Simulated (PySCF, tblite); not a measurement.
# C3H6N2SSi: dynamics, then NMR shifts on frames, part 2 of 2

tblite 0.8.0 and PySCF 2.14.0. Atoms count from 0. Earlier steps stand in the parts before.

### Step 5. Shielding tensors: 625 fs, PBE0/pcSseg-1

What the job is given:

```
{"job": {"kind": "nmr", "xc": "PBE0", "basis": "pcSseg-1", "pop": false}, "charge": 0, "multiplicity": 1}
Si     1.858900    -0.832800     1.264000
S      0.844800    -0.134700    -0.558900
C     -0.907200    -0.308800    -0.144500
C     -1.639200    -0.566500     1.006700
N     -2.934900    -0.538600     0.718600
C     -3.073600    -0.338200    -0.560900
N     -1.849900    -0.203300    -1.167800
H      1.938800    -2.274200     1.410700
H      1.145600    -0.220100     2.369200
H      3.242600    -0.509800     0.901600
H     -1.304500    -0.462700     2.002200
H     -4.045900    -0.286900    -1.046800
H     -1.592300    -0.130400    -2.138300
```

With the program's defaults for keys left out, this is: GIAO PBE0/pcSseg-1 NMR shielding, non-relativistic, gas phase.

The program printed:

```text
coarse grid: 12352 points
cycle   1  E = -914.4413405895  dE =  1.151e+00  |g| = 4.304e-01  |ddm| = 3.492e+00
cycle   2  E = -914.3531359500  dE =  8.820e-02  |g| = 7.602e-01  |ddm| = 1.216e+00
cycle   3  E = -914.4898454153  dE = -1.367e-01  |g| = 9.512e-02  |ddm| = 7.682e-01
cycle   4  E = -914.4916580225  dE = -1.813e-03  |g| = 4.127e-02  |ddm| = 1.403e-01
cycle   5  E = -914.4920465904  dE = -3.886e-04  |g| = 1.112e-02  |ddm| = 5.128e-02
cycle   6  E = -914.4920703241  dE = -2.373e-05  |g| = 4.136e-03  |ddm| = 1.134e-02
cycle   7  E = -914.4920739563  dE = -3.632e-06  |g| = 9.801e-04  |ddm| = 3.922e-03
final grid: 111512 points
cycle   8  E = -914.5311183323  dE = -2.565e-05  |g| = 7.509e-03  |ddm| = 2.656e-02
cycle   9  E = -914.5311080643  dE =  1.027e-05  |g| = 9.911e-03  |ddm| = 1.755e-02
cycle  10  E = -914.5311318388  dE = -2.377e-05  |g| = 6.911e-04  |ddm| = 1.049e-02
cycle  11  E = -914.5311319193  dE = -8.055e-08  |g| = 4.047e-04  |ddm| = 9.394e-04
cycle  12  E = -914.5311319554  dE = -3.611e-08  |g| = 9.044e-05  |ddm| = 3.821e-04
cycle  13  E = -914.5311319569  dE = -1.500e-09  |g| = 3.563e-05  |ddm| = 9.215e-05
cycle  14  E = -914.5311319572  dE = -3.076e-10  |g| = 8.605e-06  |ddm| = 4.362e-05
converged SCF energy = -914.5311319572

GIAO shielding tensors (ppm)
atom      isotropic    diamagn.    paramagn.     s11        s22        s33       span
  0 Si     403.699     879.264    -475.565    337.517    394.901    478.678    141.161
  1 S      611.637    1058.995    -447.358    394.464    555.899    884.549    490.085
  2 C       53.349     259.683    -206.335    -18.901     60.334    118.612    137.513
  3 C       59.127     255.509    -196.382    -19.086     59.898    136.568    155.653
  4 N      -38.989     332.599    -371.588   -264.360   -107.432    254.826    519.186
  5 C       50.758     251.258    -200.499    -16.463     56.087    112.651    129.113
  6 N       72.712     327.053    -254.341    -36.281    103.213    151.203    187.484
  7 H       27.089      28.951      -1.862     23.477     25.039     32.749      9.272
  8 H       26.364      29.826      -3.462     22.276     25.066     31.748      9.472
  9 H       26.725      28.523      -1.798     23.008     24.790     32.377      9.369
 10 H       24.866      33.464      -8.597     20.596     24.783     29.220      8.624
 11 H       23.892      26.704      -2.812     19.925     24.098     27.653      7.728
 12 H       23.323      33.542     -10.219     18.222     24.412     27.334      9.112
```

It took 27 s on 1 thread of Arm Neoverse N1, shared host; peak memory 0.77 GiB.

Key values: δ C5 136.2, C2 133.6, C3 127.8, Si0 -54.5, H12 8.39, H11 7.83 ppm.

### Step 6. Nuclear shieldings: 800 fs, PBE0/pcSseg-1

What the job is given:

```
{"job": {"kind": "nmr", "xc": "PBE0", "basis": "pcSseg-1", "pop": false}, "charge": 0, "multiplicity": 1}
Si     1.663700    -1.153000     1.272800
S      0.791300    -0.374800    -0.478900
C     -0.962300    -0.129500    -0.439500
C     -1.900300    -0.626900     0.414200
N     -3.102600    -0.289200    -0.011100
C     -2.955300     0.289900    -1.165900
N     -1.607200     0.406500    -1.528700
H      0.877700    -2.235900     2.004900
H      2.178100    -0.135500     2.167200
H      2.758700    -1.883400     0.589700
H     -1.638900    -0.883300     1.398900
H     -3.731700     0.426900    -1.821600
H     -1.217700     0.924300    -2.298700
```

Method: GIAO PBE0/pcSseg-1 NMR shielding, non-relativistic, gas phase.

The program printed:

```text
coarse grid: 12352 points
cycle   1  E = -914.4294206522  dE =  1.310e+00  |g| = 4.255e-01  |ddm| = 3.516e+00
cycle   2  E = -914.3465410346  dE =  8.288e-02  |g| = 7.432e-01  |ddm| = 1.203e+00
cycle   3  E = -914.4769942637  dE = -1.305e-01  |g| = 9.726e-02  |ddm| = 7.507e-01
cycle   4  E = -914.4789062807  dE = -1.912e-03  |g| = 3.764e-02  |ddm| = 1.374e-01
cycle   5  E = -914.4792241379  dE = -3.179e-04  |g| = 1.077e-02  |ddm| = 5.089e-02
cycle   6  E = -914.4792464890  dE = -2.235e-05  |g| = 4.493e-03  |ddm| = 1.283e-02
cycle   7  E = -914.4792509217  dE = -4.433e-06  |g| = 9.231e-04  |ddm| = 4.160e-03
final grid: 111512 points
cycle   8  E = -914.5183520101  dE = -2.581e-05  |g| = 7.834e-03  |ddm| = 2.580e-02
cycle   9  E = -914.5183421412  dE =  9.869e-06  |g| = 1.005e-02  |ddm| = 1.984e-02
cycle  10  E = -914.5183666464  dE = -2.451e-05  |g| = 7.532e-04  |ddm| = 1.163e-02
cycle  11  E = -914.5183667463  dE = -9.993e-08  |g| = 4.061e-04  |ddm| = 1.004e-03
cycle  12  E = -914.5183667823  dE = -3.601e-08  |g| = 9.195e-05  |ddm| = 4.038e-04
cycle  13  E = -914.5183667839  dE = -1.580e-09  |g| = 3.736e-05  |ddm| = 9.897e-05
cycle  14  E = -914.5183667842  dE = -3.242e-10  |g| = 9.155e-06  |ddm| = 4.376e-05
converged SCF energy = -914.5183667842

GIAO shielding tensors (ppm)
atom      isotropic    diamagn.    paramagn.     s11        s22        s33       span
  0 Si     414.753     879.277    -464.524    370.508    409.926    463.824     93.316
  1 S      651.012    1059.913    -408.901    483.735    557.190    912.111    428.376
  2 C       59.390     259.687    -200.297    -20.456     73.269    125.356    145.812
  3 C       60.813     256.848    -196.035    -17.623     70.206    129.857    147.480
  4 N      -38.816     332.660    -371.475   -269.291   -107.120    259.965    529.256
  5 C       47.953     248.986    -201.033    -13.790     47.929    109.719    123.508
  6 N       74.888     325.968    -251.080    -44.303    107.306    161.660    205.963
  7 H       25.690      27.819      -2.129     22.213     24.230     30.628      8.415
  8 H       26.823      28.833      -2.009     22.557     24.587     33.326     10.769
  9 H       26.620      28.225      -1.605     22.234     25.176     32.450     10.216
 10 H       25.362      33.907      -8.545     21.413     24.791     29.882      8.469
 11 H       25.228      28.621      -3.392     21.486     25.548     28.650      7.165
 12 H       23.106      33.125     -10.019     18.502     24.054     26.763      8.261
```

Wall time 28 s (1 thread of Arm Neoverse N1, shared host); peak memory 0.77 GiB.

Key values: δ C5 139.0, C2 127.5, C3 126.1, Si0 -65.6, H12 8.61, H11 6.49 ppm.

### Step 7. NMR shieldings: 1000 fs, PBE0/pcSseg-1

What the job is given:

```
{"job": {"kind": "nmr", "xc": "PBE0", "basis": "pcSseg-1", "pop": false}, "charge": 0, "multiplicity": 1}
Si     1.302800    -1.204800     1.257400
S      0.680900    -0.507300    -0.753600
C     -1.056800    -0.528600    -0.431900
C     -1.902500    -1.450100     0.026900
N     -3.203800    -0.879000    -0.069400
C     -3.104700     0.313800    -0.537900
N     -1.770800     0.593400    -0.706600
H      1.069200    -2.648200     1.398800
H      0.652500    -0.352600     2.228600
H      2.765600    -0.990800     1.130600
H     -1.711100    -2.406800     0.453600
H     -3.880000     1.143300    -0.569800
H     -1.389600     1.438200    -1.105100
```

Level: GIAO PBE0/pcSseg-1 NMR shielding, non-relativistic, gas phase.

The program printed:

```text
coarse grid: 12352 points
cycle   1  E = -914.4465875346  dE =  1.164e+00  |g| = 4.075e-01  |ddm| = 3.502e+00
cycle   2  E = -914.3833685828  dE =  6.322e-02  |g| = 6.755e-01  |ddm| = 1.141e+00
cycle   3  E = -914.4904425833  dE = -1.071e-01  |g| = 1.024e-01  |ddm| = 6.787e-01
cycle   4  E = -914.4924724587  dE = -2.030e-03  |g| = 4.146e-02  |ddm| = 1.290e-01
cycle   5  E = -914.4928501358  dE = -3.777e-04  |g| = 1.045e-02  |ddm| = 4.778e-02
cycle   6  E = -914.4928706225  dE = -2.049e-05  |g| = 4.155e-03  |ddm| = 1.181e-02
cycle   7  E = -914.4928743220  dE = -3.699e-06  |g| = 7.882e-04  |ddm| = 3.901e-03
final grid: 111512 points
cycle   8  E = -914.5319440974  dE = -2.370e-05  |g| = 6.945e-03  |ddm| = 2.804e-02
cycle   9  E = -914.5319363469  dE =  7.751e-06  |g| = 8.959e-03  |ddm| = 1.641e-02
cycle  10  E = -914.5319555689  dE = -1.922e-05  |g| = 5.192e-04  |ddm| = 9.614e-03
cycle  11  E = -914.5319556136  dE = -4.469e-08  |g| = 2.843e-04  |ddm| = 5.766e-04
cycle  12  E = -914.5319556296  dE = -1.607e-08  |g| = 6.593e-05  |ddm| = 2.203e-04
cycle  13  E = -914.5319556303  dE = -6.276e-10  |g| = 3.816e-05  |ddm| = 8.219e-05
cycle  14  E = -914.5319556306  dE = -3.367e-10  |g| = 6.982e-06  |ddm| = 3.937e-05
converged SCF energy = -914.5319556306

GIAO shielding tensors (ppm)
atom      isotropic    diamagn.    paramagn.     s11        s22        s33       span
  0 Si     396.327     879.374    -483.047    344.927    392.298    451.756    106.829
  1 S      666.923    1058.772    -391.849    482.450    627.792    890.527    408.077
  2 C       64.830     259.815    -194.986     -8.934     68.579    134.844    143.777
  3 C       52.083     256.252    -204.169    -31.043     60.086    127.206    158.249
  4 N      -65.814     333.023    -398.838   -314.174   -103.007    219.739    533.912
  5 C       49.545     256.059    -206.514    -28.557     61.226    115.965    144.522
  6 N       74.180     325.562    -251.381    -20.611    116.418    126.734    147.345
  7 H       26.593      29.306      -2.713     22.738     25.049     31.993      9.255
  8 H       27.253      29.965      -2.712     23.291     26.066     32.400      9.109
  9 H       26.628      28.662      -2.033     22.837     24.443     32.605      9.768
 10 H       24.441      32.922      -8.481     21.535     23.173     28.614      7.079
 11 H       23.108      26.087      -2.980     19.612     22.543     27.169      7.557
 12 H       23.972      34.656     -10.685     18.427     25.580     27.909      9.482
```

Run time: 27 s. Hardware: 1 thread of Arm Neoverse N1, shared host; peak memory 0.77 GiB.

In short: δ C5 137.4, C3 134.8, C2 122.1, Si0 -47.2, H11 8.61, H12 7.75 ppm.

### Step 8. Run by run: NMR shifts

Shifts (ppm) of some atoms, chosen among heavy atoms and hydrogens apart, with basis size and wall time:

```
  frame     C5     C2   H11   H10    Si0    S1     N4  functions  time
 250 fs  152.5  123.7  8.66  8.43  -36.7  -127  347.9        163  37 s
 425 fs  142.0  114.9  7.83  6.08  -66.0  -175  298.3        163  28 s
 625 fs  136.2  133.6  7.83  6.85  -54.5  -108  306.7        163  27 s
 800 fs  139.0  127.5  6.49  6.36  -65.6  -147  306.5        163  28 s
1000 fs  137.4  122.1  8.61  7.28  -47.2  -163  333.5        163  27 s
```

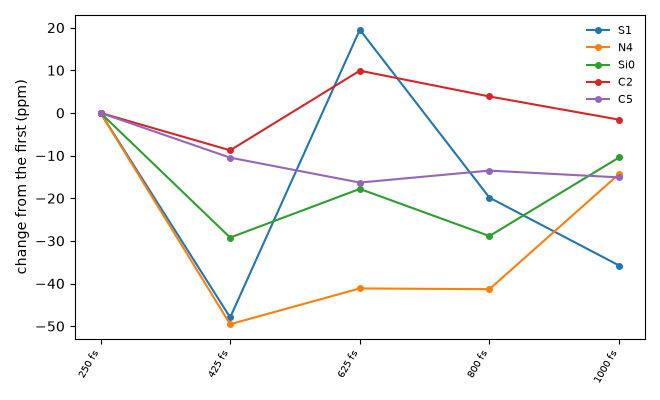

How five of the tabulated atoms move from run to run.

### Step 9. Outcome

The summary covers parts 1 to 2.

| quantity | value |
| --- | --- |
| thermostat | 400 K |
| mean temperature, second half | 359 K |
| mean potential energy above the minimum | 0.51 eV |
| 13C shifts against TMS (PBE0/pcSseg-1, 250 fs) | 152.5, 131.9, 123.7 ppm |
| 1H shifts against TMS (PBE0/pcSseg-1, 250 fs) | 8.66, 8.43, 8.19, 5.03, 4.90, 4.65 ppm |
| 29Si shifts against TMS (PBE0/pcSseg-1, 250 fs) | -36.7 ppm |
| 33S shifts against CS2 (PBE0/pcSseg-1, 250 fs) | -127 ppm |
| 15N shifts against NH3 (PBE0/pcSseg-1, 250 fs) | 347.9, 199.0 ppm |
| surface potential, least and greatest | -2.00 V and 2.39 V |
| range of the shift of S1 | -175 to -108 ppm |

**Reading.** In the second half the potential energy averages 0.51 eV above the minimum; equipartition over 33 harmonic modes at 400 K would give 0.57 eV. With 13 atoms the temperature swings widely (159 to 571 K). Shifts at one fixed geometry are not the observed spectrum, which averages over the motion. In the first frame run (250 fs): The largest span, 543 ppm, is at N4, where the paramagnetic term is -409 ppm. NICS(1)zz of -27 ppm above the planar ring from C2 marks a diatropic (aromatic) ring current. By nearest atom (PBE0/pcSseg-1), the HOMO sits on S1 36 %; C2, C3, C5 about 16 % each and the LUMO on S1 28 %; Si0 25 %. In ppm, S1 moves most: its shift spreads over 67 ppm, from -175 (425 fs) to -108 (625 fs).
